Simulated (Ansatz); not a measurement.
# Si2H4Br2: a spread of methods and bases

Aim: run Si2H4Br2 under a spread of inputs, and see what each costs and gives.

Method: the settings change from run to run; program: Ansatz 0.2.0, Gaussian basis.

## 1. The geometry

An earlier PBE0-D4 in a triple-zeta def2 set relaxation fixed the geometry.

SMILES `[SiH3][SiH](Br)Br`, 8 atoms, charge 0, spin multiplicity 1.

Atoms are counted from 1 here; the program's logs count them from 0.

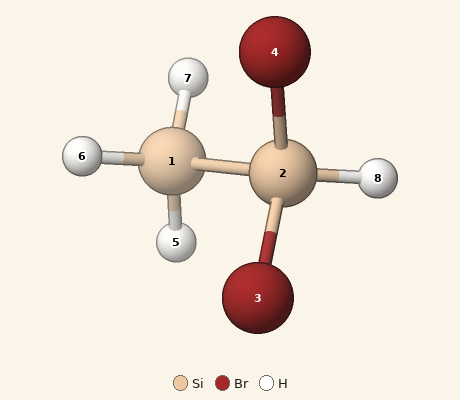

The geometry (silicon light orange, bromine red, hydrogen white); atoms are numbered from 1 in the order of the file.

## 2. r2SCAN0/def2-SVPD

Options: charge +1, multiplicity 2, finite nuclei, D3(BJ) with three-body dispersion.

in.yaml reads:

```yaml
crystal:
  periodic: [false, false, false]
  atoms:
    - {symbol: Si, position_ang: [-0.373966, 1.179352, 0.059837]}
    - {symbol: Si, position_ang: [0.188777, -1.085593, 0.017702]}
    - {symbol: Br, position_ang: [2.074257, -1.376247, 1.154267]}
    - {symbol: Br, position_ang: [0.475083, -1.712700, -2.093245]}
    - {symbol: H, position_ang: [-0.555393, 1.613884, 1.469181]}
    - {symbol: H, position_ang: [0.733426, 1.939395, -0.571634]}
    - {symbol: H, position_ang: [-1.634909, 1.385743, -0.698754]}
    - {symbol: H, position_ang: [-0.815176, -2.001036, 0.606847]}
basis:
  gaussian: {orbitals: def2-SVPD, nuclear_model: gaussian}
total_charge: 1
magnetization: {spin_polarized: true, initial_magnetization: 1}
hamiltonian: {xc: {name: r2SCAN0}, dispersion: d3bjatm}
output: {forces: true}
```

Run with:

```
$ ansatz run in.yaml --threads 4 --pin off --events-out ev --progress --plain --max-ram 10444MiB
```

Output, shortened:

```text
Functional definition: r2SCAN0
  name "r2SCAN0"
  cite "Bursch, Neugebauer, Ehlert & Grimme, J. Chem. Phys. 156, 134105 (2022) doi:10.1063/5.0086040"
  cite "Furness, Kaplan, Ning, Perdew & Sun, J. Phys. Chem. Lett. 11, 8208 (2020) doi:10.1021/acs.jpclett.0c02405"
  cite "Furness, Kaplan, Ning, Perdew & Sun, J. Phys. Chem. Lett. 11, 9248 (2020) doi:10.1021/acs.jpclett.0c03077"
  parent r2scan
[...]
1562 factors; integrals over basis functions are off by at most 1.0e-3 eV
[...]
mean field -155880.95448301 eV, -5728.5194173449 hartree, gradient 9.6e-6 eV, S^2 0.757874; 4 other end points of the search recorded, 0 dependent functions left out
[...]
reference -155880.95452057 eV, -5728.5194187252 hartree; 51, 50 occupied and 111, 112 virtual orbitals, 1562 factors
Total energy: -155881.04849130 eV, -5728.5228720857 hartree
Atom 0 at    -0.373966     1.179352     0.059837 Å, force    -0.440680     2.415471    -0.033693 eV/Å
Atom 1 at     0.188777    -1.085593     0.017702 Å, force     1.150171    -2.029438    -0.356048 eV/Å
Atom 2 at     2.074257    -1.376247     1.154267 Å, force    -0.504666     0.373109    -0.173658 eV/Å
Atom 3 at     0.475083    -1.712700    -2.093245 Å, force    -0.203786     0.436324     0.438375 eV/Å
Atom 4 at    -0.555393     1.613884     1.469181 Å, force     0.119258    -0.489433     0.099612 eV/Å
Atom 5 at     0.733426     1.939395    -0.571634 Å, force     0.141214    -0.372835    -0.030564 eV/Å
Atom 6 at    -1.634909     1.385743    -0.698754 Å, force     0.034347    -0.507969    -0.071882 eV/Å
Atom 7 at    -0.815176    -2.001036     0.606847 Å, force    -0.295859     0.174772     0.127857 eV/Å
Dipole moment:    -0.567880     0.532615     0.224433 e Å
```

Wall time 18 s (4 threads of Intel Xeon Platinum 8259CL at 2.50GHz, shared host); peak memory 0.87 GiB.

Largest force 2.456 eV/Å, ⟨S²⟩ 0.758.

## 3. r2SCAN0/STO-3G

Set apart from the defaults: unrestricted orbitals, a point charge of 2.00 e beside it, D4 dispersion, high accuracy.

in.yaml, as its differences from that of step 2:

```diff
@@ -12,6 +12,5 @@
 basis:
-  gaussian: {orbitals: def2-SVPD, nuclear_model: gaussian}
-total_charge: 1
-magnetization: {spin_polarized: true, initial_magnetization: 1}
-hamiltonian: {xc: {name: r2SCAN0}, dispersion: d3bjatm}
-output: {forces: true}
+  gaussian: {orbitals: STO-3G, point_charges: [{charge: 2.00, position_ang: [6.819, -0.520, 0.360]}]}
+magnetization: {spin_polarized: true, initial_magnetization: 0}
+hamiltonian: {xc: {name: r2SCAN0}, dispersion: d4}
+accuracy: high
```

The command is unchanged.

Output, shortened:

```text
Functional definition: r2SCAN0
  name "r2SCAN0"
  cite "Bursch, Neugebauer, Ehlert & Grimme, J. Chem. Phys. 156, 134105 (2022) doi:10.1063/5.0086040"
  cite "Furness, Kaplan, Ning, Perdew & Sun, J. Phys. Chem. Lett. 11, 8208 (2020) doi:10.1021/acs.jpclett.0c02405"
  cite "Furness, Kaplan, Ning, Perdew & Sun, J. Phys. Chem. Lett. 11, 9248 (2020) doi:10.1021/acs.jpclett.0c03077"
  parent r2scan
[...]
944 factors; integrals over basis functions are off by at most 1.3e-8 eV
[...]
mean field -154209.32354052 eV, -5667.0881132803 hartree, gradient 4.2e-9 eV, S^2 0.000000; 0 other end points of the search recorded, 0 dependent functions left out
reference -154209.32354131 eV, -5667.0881133096 hartree; 51, 51 occupied and 7, 7 virtual orbitals, 944 factors
Total energy: -154209.39772324 eV, -5667.0908394452 hartree
```

It took 7 s on 4 threads of Intel Xeon Platinum 8259CL at 2.50GHz, shared host; peak memory 0.59 GiB.

⟨S²⟩ 0.000.

## 4. r2SCAN/def2-TZVP

This run has atoms shaken by 0.15 Å.

in.yaml reads:

```yaml
crystal:
  periodic: [false, false, false]
  atoms:
    - {symbol: Si, position_ang: [-0.333176, 1.120284, -0.176348]}
    - {symbol: Si, position_ang: [0.065700, -1.444900, -0.265876]}
    - {symbol: Br, position_ang: [2.256633, -1.538550, 1.424040]}
    - {symbol: Br, position_ang: [0.512925, -1.656431, -2.145714]}
    - {symbol: H, position_ang: [-0.680287, 1.612986, 1.348836]}
    - {symbol: H, position_ang: [0.717543, 1.782557, -0.491479]}
    - {symbol: H, position_ang: [-1.549156, 1.227822, -0.811156]}
    - {symbol: H, position_ang: [-0.900527, -1.994515, 0.713154]}
basis:
  gaussian: {orbitals: def2-TZVP}
hamiltonian: {xc: {name: r2SCAN}}
```

Same command.

Output:

```text
Functional definition: r2SCAN
  name "r2SCAN"
  cite "Furness, Kaplan, Ning, Perdew & Sun, J. Phys. Chem. Lett. 11, 8208 (2020) doi:10.1021/acs.jpclett.0c02405"
  cite "Furness, Kaplan, Ning, Perdew & Sun, J. Phys. Chem. Lett. 11, 9248 (2020) doi:10.1021/acs.jpclett.0c03077"
  parent r2scan
  parameter k0 = 0.174
  parameter k1 = 0.065
  parameter a1 = 4.9479
  exchange = r2scan_x(k0 = k0, k1 = k1, a1 = a1)
  correlation = r2scan_c
1432 factors; their error is unknown
mean field evaluation 1: about -155908.6846 eV, gradient 2.2e1 eV
mean field evaluation 2: about -155907.4444 eV, gradient 2.9e1 eV
mean field evaluation 4: about -155910.4257 eV, gradient 3.5e0 eV
mean field evaluation 8: about -155910.4565 eV, gradient 8.6e-2 eV
mean field evaluation 16: about -155910.4006 eV, gradient 4.7e-5 eV
mean field -155910.40057120 eV, -5729.6015411265 hartree, gradient 4.7e-5 eV, S^2 0.000000; 0 other end points of the search recorded, 0 dependent functions left out
reference -155910.40058432 eV, -5729.6015416087 hartree; 51, 51 occupied and 143, 143 virtual orbitals, 1432 factors
Total energy: -155910.40058432 eV, -5729.6015416087 hartree
```

Wall time 3.8 s (4 threads of Intel Xeon Platinum 8259CL at 2.50GHz, shared host); peak memory 0.45 GiB.

## 5. MP2/aug-cc-pVTZ

This run has relativity set to none, high accuracy, the search for lower states set to light.

in.yaml reads:

```yaml
crystal:
  periodic: [false, false, false]
  atoms:
    - {symbol: Si, position_ang: [-0.373966, 1.179352, 0.059837]}
    - {symbol: Si, position_ang: [0.188777, -1.085593, 0.017702]}
    - {symbol: Br, position_ang: [2.074257, -1.376247, 1.154267]}
    - {symbol: Br, position_ang: [0.475083, -1.712700, -2.093245]}
    - {symbol: H, position_ang: [-0.555393, 1.613884, 1.469181]}
    - {symbol: H, position_ang: [0.733426, 1.939395, -0.571634]}
    - {symbol: H, position_ang: [-1.634909, 1.385743, -0.698754]}
    - {symbol: H, position_ang: [-0.815176, -2.001036, 0.606847]}
basis:
  gaussian: {orbitals: aug-cc-pVTZ}
hamiltonian: {xc: {name: HF}, pseudopotentials: {relativity: none}}
correlation: {method: mp2}
accuracy: high
scf: {lower_state_search: light}
```

Same command.

Output:

```text
Functional definition: HF
  name "HF"
  cite "Fock, Z. Phys. 61, 126 (1930) doi:10.1007/BF01340294"
  parent pbe
  exchange = exact_x
  correlation = 0
4619 factors; integrals over basis functions are off by at most 4.3e-9 eV
mean field evaluation 1: about -155790.1003 eV, gradient 1.7e1 eV
mean field evaluation 2: about -155790.3453 eV, gradient 1.7e1 eV
mean field evaluation 4: about -155791.8138 eV, gradient 3.0e0 eV
mean field evaluation 8: about -155791.8598 eV, gradient 9.9e-2 eV
mean field evaluation 16: about -155791.8599 eV, gradient 4.2e-8 eV
mean field -155791.85986686 eV, -5725.2452505918 hartree, gradient 4.2e-8 eV, S^2 0.000000; 0 other end points of the search recorded, 0 dependent functions left out
28 core orbitals not correlated: weight in the atoms' cores, before any rotation towards them, 1.000 or more for the frozen orbitals, at most 0.000 for the correlated occupied ones
reference -155791.85986686 eV, -5725.2452505918 hartree; 23, 23 occupied and 259, 259 virtual orbitals, 4619 factors
second order -19.51031160 eV of doubles, -0.00000000 eV of singles
Total energy: -155811.37017846 eV, -5725.9622413184 hartree
```

Wall time 34 s (4 threads of Intel Xeon Platinum 8259CL at 2.50GHz, shared host); peak memory 3.1 GiB.

## 6. wB97M-V/cc-pVTZ-DK

Set apart from the defaults: charge -1, multiplicity 2, restricted open-shell orbitals, the search for lower states set to full.

in.yaml, as its differences from that of step 5:

```diff
@@ -12,6 +12,7 @@
 basis:
-  gaussian: {orbitals: aug-cc-pVTZ}
-hamiltonian: {xc: {name: HF}, pseudopotentials: {relativity: none}}
-correlation: {method: mp2}
-accuracy: high
-scf: {lower_state_search: light}
+  gaussian: {orbitals: cc-pVTZ-DK}
+total_charge: -1
+magnetization: {spin_polarized: false, initial_magnetization: 1}
+hamiltonian: {xc: {name: wB97M-V}}
+scf: {lower_state_search: full}
+output: {forces: true}
```

Launched as before.

Output, shortened:

```text
Functional definition: wB97M-V
  name "wB97M-V"
  cite "Mardirossian & Head-Gordon, J. Chem. Phys. 144, 214110 (2016) doi:10.1063/1.4952647"
  cite "Becke, J. Chem. Phys. 107, 8554 (1997) doi:10.1063/1.475007"
  cite "Vydrov & Van Voorhis, J. Chem. Phys. 133, 244103 (2010) doi:10.1063/1.3521275"
  # Of w^i u^j: cxij and so on, Table III.
[...]
  gx(w, u) = 1 - cx + cx01*u + cx10*w
  gss(w, u) = css00 + css04*u^4 + css10*w + css20*w^2 + css43*w^4*u^3
  gos(w, u) = cos00 + cos10*w + (cos20 + cos21*u)*w^2 + (cos60 + cos61*u)*w^6
[...]
      + integral(e_c_pw_mod_opposite_spin*gos(b97_w_opposite, b97_u_opposite)) + vv10(b, c)
1588 factors; their error is unknown
291 factors; integrals over basis functions are off by at most 2.0e-5 eV
[...]
mean field -157682.99406991 eV, -5794.7431506971 hartree, gradient 5.0e-6 eV, S^2 0.750000; 10 other end points of the search recorded, 0 dependent functions left out
[...]
reference -157682.99411880 eV, -5794.7431524938 hartree; 52, 51 occupied and 158, 159 virtual orbitals, 1588 factors
Total energy: -157682.99411880 eV, -5794.7431524938 hartree
Relativity: scalar
Atom 0 at    -0.373966     1.179352     0.059837 Å, force    -0.426330    -1.455541     0.365681 eV/Å
Atom 1 at     0.188777    -1.085593     0.017702 Å, force    -1.367765     1.423808     0.535120 eV/Å
Atom 2 at     2.074257    -1.376247     1.154267 Å, force     2.062544    -0.379046     1.970577 eV/Å
Atom 3 at     0.475083    -1.712700    -2.093245 Å, force    -0.251042    -0.870142    -2.743557 eV/Å
Atom 4 at    -0.555393     1.613884     1.469181 Å, force     0.036815     0.486351     0.005000 eV/Å
Atom 5 at     0.733426     1.939395    -0.571634 Å, force     0.028750     0.304738    -0.047523 eV/Å
Atom 6 at    -1.634909     1.385743    -0.698754 Å, force    -0.023035     0.476918    -0.114233 eV/Å
Atom 7 at    -0.815176    -2.001036     0.606847 Å, force    -0.059936     0.012913     0.028936 eV/Å
Dipole moment:     0.160834    -0.152043    -0.062621 e Å
```

It took 2.8 min on 4 threads of Intel Xeon Platinum 8259CL at 2.50GHz, shared host; peak memory 2.1 GiB.

Largest force 2.889 eV/Å.

## 7. RPBE/ANO-RCC-VTZP

Set apart from the defaults: D3(BJ) dispersion.

in.yaml, as its differences from that of step 6:

```diff
@@ -12,7 +12,4 @@
 basis:
-  gaussian: {orbitals: cc-pVTZ-DK}
-total_charge: -1
-magnetization: {spin_polarized: false, initial_magnetization: 1}
-hamiltonian: {xc: {name: wB97M-V}}
-scf: {lower_state_search: full}
+  gaussian: {orbitals: ANO-RCC-VTZP}
+hamiltonian: {xc: {name: RPBE}, dispersion: d3bj}
 output: {forces: true}
```

Same command.

Output, shortened:

```text
Functional definition: RPBE
  name "RPBE"
  cite "Hammer, Hansen & Nørskov, Phys. Rev. B 59, 7413 (1999) doi:10.1103/PhysRevB.59.7413"
  cite "Perdew, Burke & Ernzerhof, Phys. Rev. Lett. 77, 3865 (1996) doi:10.1103/PhysRevLett.77.3865"
[...]
1750 factors; their error is unknown
[...]
mean field -157691.07931232 eV, -5795.0402778753 hartree, gradient 6.7e-5 eV, S^2 0.000000; 0 other end points of the search recorded, 0 dependent functions left out
[...]
reference -157691.07937528 eV, -5795.0402801889 hartree; 51, 51 occupied and 159, 159 virtual orbitals, 1750 factors
Total energy: -157692.85174205 eV, -5795.1054134666 hartree
Relativity: scalar
Atom 0 at    -0.373966     1.179352     0.059837 Å, force     0.094803    -0.275293    -0.018074 eV/Å
Atom 1 at     0.188777    -1.085593     0.017702 Å, force    -0.072922     0.246629     0.010269 eV/Å
Atom 2 at     2.074257    -1.376247     1.154267 Å, force     0.112206     0.004870     0.046065 eV/Å
Atom 3 at     0.475083    -1.712700    -2.093245 Å, force     0.031804    -0.012029    -0.116394 eV/Å
Atom 4 at    -0.555393     1.613884     1.469181 Å, force    -0.020744     0.050118     0.163048 eV/Å
Atom 5 at     0.733426     1.939395    -0.571634 Å, force     0.125102     0.078138    -0.070230 eV/Å
Atom 6 at    -1.634909     1.385743    -0.698754 Å, force    -0.145508     0.023816    -0.088384 eV/Å
Atom 7 at    -0.815176    -2.001036     0.606847 Å, force    -0.124740    -0.116250     0.073699 eV/Å
Dipole moment:    -0.202317     0.169963     0.082092 e Å
```

Run time: 8 s. Hardware: 4 threads of Intel Xeon Platinum 8259CL at 2.50GHz, shared host; peak memory 0.5 GiB.

Largest force 0.292 eV/Å, dipole 1.33 D.

## 8. SVWN5/aug-cc-pVTZ

Set apart from the defaults: atoms shaken by 0.08 Å.

in.yaml reads:

```yaml
crystal:
  periodic: [false, false, false]
  atoms:
    - {symbol: Si, position_ang: [-0.369300, 1.237829, 0.171460]}
    - {symbol: Si, position_ang: [0.254951, -1.127792, 0.011520]}
    - {symbol: Br, position_ang: [2.082112, -1.297335, 1.233072]}
    - {symbol: Br, position_ang: [0.547287, -1.703836, -2.034232]}
    - {symbol: H, position_ang: [-0.462173, 1.469988, 1.367364]}
    - {symbol: H, position_ang: [0.772450, 2.075262, -0.479602]}
    - {symbol: H, position_ang: [-1.438963, 1.353413, -0.761672]}
    - {symbol: H, position_ang: [-0.867169, -1.986529, 0.729734]}
basis:
  gaussian: {orbitals: aug-cc-pVTZ}
hamiltonian: {xc: {name: SVWN5}}
output: {forces: true}
```

Launched as before.

Output, shortened:

```text
Functional definition: SVWN5
  name "SVWN5"
  cite "Dirac, Proc. Camb. Phil. Soc. 26, 376 (1930) doi:10.1017/S0305004100016108"
  cite "Slater, Phys. Rev. 81, 385 (1951) doi:10.1103/PhysRev.81.385"
  cite "Vosko, Wilk & Nusair, Can. J. Phys. 58, 1200 (1980) doi:10.1139/p80-159"
[...]
1802 factors; their error is unknown
[...]
mean field -155660.76782783 eV, -5720.4277070147 hartree, gradient 3.4e-5 eV, S^2 0.000000; 0 other end points of the search recorded, 0 dependent functions left out
[...]
reference -155660.76790130 eV, -5720.4277097149 hartree; 51, 51 occupied and 259, 259 virtual orbitals, 1802 factors
Total energy: -155660.76790130 eV, -5720.4277097149 hartree
Atom 0 at    -0.369300     1.237829     0.171460 Å, force     3.156131    -2.606782    -8.590142 eV/Å
Atom 1 at     0.254951    -1.127792     0.011520 Å, force    -1.499087     1.183516     1.690055 eV/Å
Atom 2 at     2.082112    -1.297335     1.233072 Å, force     0.278626    -0.210564     0.078985 eV/Å
Atom 3 at     0.547287    -1.703836    -2.034232 Å, force     0.155587    -0.420612    -0.924817 eV/Å
Atom 4 at    -0.462173     1.469988     1.367364 Å, force    -1.072177     1.860980     8.471849 eV/Å
Atom 5 at     0.772450     2.075262    -0.479602 Å, force    -0.533698    -0.515204     0.489493 eV/Å
Atom 6 at    -1.438963     1.353413    -0.761672 Å, force    -1.405161     0.288482    -0.531938 eV/Å
Atom 7 at    -0.867169    -1.986529     0.729734 Å, force     0.919779     0.420183    -0.683484 eV/Å
Dipole moment:    -0.256241     0.166710     0.051661 e Å
```

Run time: 4.8 s. Hardware: 4 threads of Intel Xeon Platinum 8259CL at 2.50GHz, shared host; peak memory 0.67 GiB.

Largest force 9.516 eV/Å, dipole 1.49 D.

## 9. BLYP/def2-mTZVP

Set apart from the defaults: density fitting with def2-universal-jkfit, a point charge of 2.00 e beside it.

in.yaml reads:

```yaml
crystal:
  periodic: [false, false, false]
  atoms:
    - {symbol: Si, position_ang: [-0.373966, 1.179352, 0.059837]}
    - {symbol: Si, position_ang: [0.188777, -1.085593, 0.017702]}
    - {symbol: Br, position_ang: [2.074257, -1.376247, 1.154267]}
    - {symbol: Br, position_ang: [0.475083, -1.712700, -2.093245]}
    - {symbol: H, position_ang: [-0.555393, 1.613884, 1.469181]}
    - {symbol: H, position_ang: [0.733426, 1.939395, -0.571634]}
    - {symbol: H, position_ang: [-1.634909, 1.385743, -0.698754]}
    - {symbol: H, position_ang: [-0.815176, -2.001036, 0.606847]}
basis:
  gaussian: {orbitals: def2-mTZVP, fitting: {mean_field: def2-universal-jkfit}, point_charges: [{charge: 2.00, position_ang: [4.727, -0.317, 0.581]}]}
hamiltonian: {xc: {name: BLYP}}
output: {forces: true}
```

Same command.

Output, shortened:

```text
Functional definition: BLYP
  name "BLYP"
  cite "Becke, Phys. Rev. A 38, 3098 (1988) doi:10.1103/PhysRevA.38.3098"
  cite "Lee, Yang & Parr, Phys. Rev. B 37, 785 (1988) doi:10.1103/PhysRevB.37.785"
[...]
860 factors; integrals over basis functions are off by at most 6.2e-1 eV
[...]
mean field -155918.38890253 eV, -5729.8951068881 hartree, gradient 1.3e-5 eV, S^2 0.000000; 0 other end points of the search recorded, 0 dependent functions left out
[...]
reference -155918.38928989 eV, -5729.8951211233 hartree; 51, 51 occupied and 77, 77 virtual orbitals, 860 factors
Total energy: -155918.38928989 eV, -5729.8951211233 hartree
Atom 0 at    -0.373966     1.179352     0.059837 Å, force    -0.434018     0.617452     0.212711 eV/Å
Atom 1 at     0.188777    -1.085593     0.017702 Å, force    -2.540336     0.582865    -1.641349 eV/Å
Atom 2 at     2.074257    -1.376247     1.154267 Å, force     4.393852     0.462301     0.786887 eV/Å
Atom 3 at     0.475083    -1.712700    -2.093245 Å, force     0.240284    -0.189973    -0.236108 eV/Å
Atom 4 at    -0.555393     1.613884     1.469181 Å, force     0.108895    -0.034363     0.064958 eV/Å
Atom 5 at     0.733426     1.939395    -0.571634 Å, force     0.224358    -0.038793    -0.034111 eV/Å
Atom 6 at    -1.634909     1.385743    -0.698754 Å, force     0.042156    -0.169060    -0.067711 eV/Å
Atom 7 at    -0.815176    -2.001036     0.606847 Å, force     0.371993    -0.230367     0.392793 eV/Å
Dipole moment:    -1.687042     0.176151    -0.343923 e Å
```

It took 1.4 s on 4 threads of Intel Xeon Platinum 8259CL at 2.50GHz, shared host; peak memory 0.45 GiB.

Largest force 4.488 eV/Å, dipole 8.31 D.

## 10. r2SCAN50/6-31G*

Set apart from the defaults: a point charge of -1.00 e beside it, D3(BJ) dispersion, the search for lower states set to full.

in.yaml, as its differences from that of step 9:

```diff
@@ -12,4 +12,4 @@
 basis:
-  gaussian: {orbitals: def2-mTZVP, fitting: {mean_field: def2-universal-jkfit}, point_charges: [{charge: 2.00, position_ang: [4.727, -0.317, 0.581]}]}
-hamiltonian: {xc: {name: BLYP}}
-output: {forces: true}
+  gaussian: {orbitals: "6-31G*", point_charges: [{charge: -1.00, position_ang: [5.191, 0.971, 0.910]}]}
+hamiltonian: {xc: {name: r2SCAN50}, dispersion: d3bj}
+scf: {lower_state_search: full}
```

Launched as before.

Output, shortened:

```text
Warning: the engine holds no damping parameters fitted to this dispersion correction and functional, so the run takes those fitted to r2scan50 beside the three-body term, which d3bj leaves out (hamiltonian.dispersion, under Limitations)
Functional definition: r2SCAN50
  name "r2SCAN50"
  cite "Bursch, Neugebauer, Ehlert & Grimme, J. Chem. Phys. 156, 134105 (2022) doi:10.1063/5.0086040"
  cite "Furness, Kaplan, Ning, Perdew & Sun, J. Phys. Chem. Lett. 11, 8208 (2020) doi:10.1021/acs.jpclett.0c02405"
  cite "Furness, Kaplan, Ning, Perdew & Sun, J. Phys. Chem. Lett. 11, 9248 (2020) doi:10.1021/acs.jpclett.0c03077"
  parent r2scan
[...]
1120 factors; integrals over basis functions are off by at most 9.1e-4 eV
[...]
mean field -155895.30027041 eV, -5729.0466153077 hartree, gradient 1.2e-5 eV, S^2 0.000000; 0 other end points of the search recorded, 0 dependent functions left out
reference -155895.30027700 eV, -5729.0466155499 hartree; 51, 51 occupied and 65, 65 virtual orbitals, 1120 factors
Total energy: -155895.40884514 eV, -5729.0506053554 hartree
```

Run time: 3.5 s. Hardware: 4 threads of Intel Xeon Platinum 8259CL at 2.50GHz, shared host; peak memory 0.45 GiB.

## 11. The runs in one table

```csv
level,charge,multiplicity,geometry,functions,energy (eV),time
r2SCAN0/def2-SVPD,1,2,relaxed,162,-155881.048,18 s
r2SCAN0/STO-3G,0,1,"relaxed, point charge",58,-154209.398,7 s
r2SCAN/def2-TZVP,0,1,shaken,194,-155910.401,3.8 s
MP2/aug-cc-pVTZ,0,1,relaxed,310,-155811.370,34 s
wB97M-V/cc-pVTZ-DK,-1,2,relaxed,210,-157682.994,2.8 min
RPBE/ANO-RCC-VTZP,0,1,relaxed,210,-157692.852,8 s
SVWN5/aug-cc-pVTZ,0,1,shaken,310,-155660.768,4.8 s
BLYP/def2-mTZVP,0,1,"relaxed, point charge",128,-155918.389,1.4 s
r2SCAN50/6-31G*,0,1,"relaxed, point charge",116,-155895.409,3.5 s
```

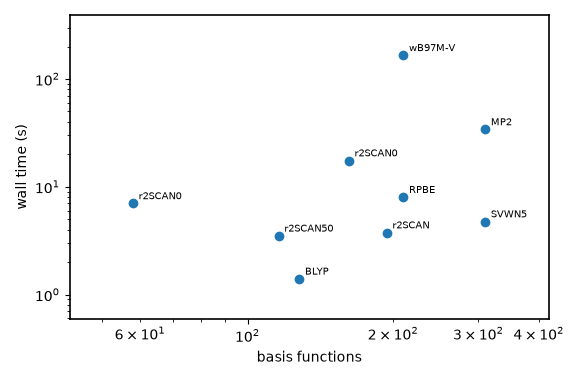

Wall time against the number of basis functions (shared host).

## 12. Summary of results

| quantity | value |
| --- | --- |
| runs | 9 |
| quickest | BLYP/def2-mTZVP, 1.4 s |
| slowest | wB97M-V/cc-pVTZ-DK, 2.8 min |
| spread of total energies, same state and geometry | 1881.5 eV |

Run time spans a factor of 119, from BLYP/def2-mTZVP to wB97M-V/cc-pVTZ-DK. The jobs differ in tasks and options as well as level. The totals spread over 1881 eV; they can't be compared across methods or bases. Some of these runs are scalar-relativistic and others not, which shifts the totals of all-electron atoms past neon by eV; core potentials, where a basis has them, take the core out of the total altogether. At the PBE0-D4/def2-TZVP geometry and in the same state, runs without warnings or point charges leave forces up to 0.29 eV/Å (RPBE/ANO-RCC-VTZP), against 9.5 eV/Å where the atoms were moved.
